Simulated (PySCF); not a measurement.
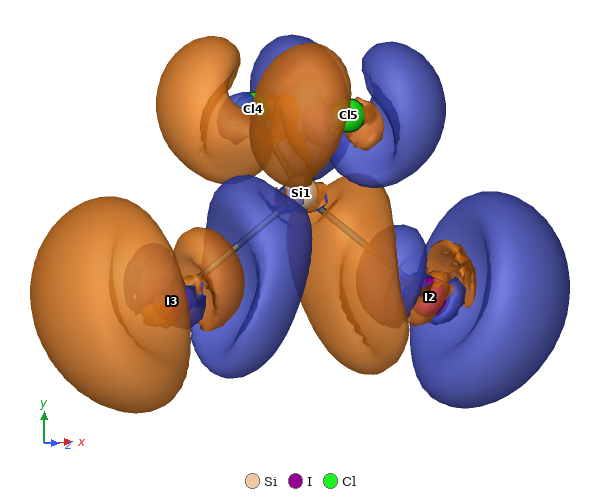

Figure. Cl$_{2}$I$_{2}$Si. Change of the electron density in a uniform field of 0.21 V/Å, surfaces at ±0.0015 e/Å³ (orange: gain, blue: loss).

Level of theory: B3LYP/def2-TZVP (PySCF), at a geometry from GFN2-xTB. Core potentials replace the inner electrons of I; spin–orbit coupling isn't included. No frequency check shows the geometry to be a minimum. A basis without diffuse functions makes polarisabilities too small. GFN2-xTB bond lengths at metals and heavier atoms can be off by up to 0.1 Å and shapes distorted, which carries into these values.

Cartesian coordinates (Å):

```
Si1      0.0000    0.7671    0.0001
I2       1.9646   -0.7108   -0.0000
I3      -1.9646   -0.7108    0.0000
Cl4     -0.0001    1.9003   -1.6552
Cl5      0.0001    1.9003    1.6551
```

The field was applied in both directions; the picture shows the one opposite to the script's first.

Along which Cartesian direction does the field point?

Along +x: electrons gather on the −x side, against the field.

How large is the response?

The induced dipole is 1.31 D (along the field); α along this axis, from the fields in both directions, is 129 bohr³ (19.2 Å³).
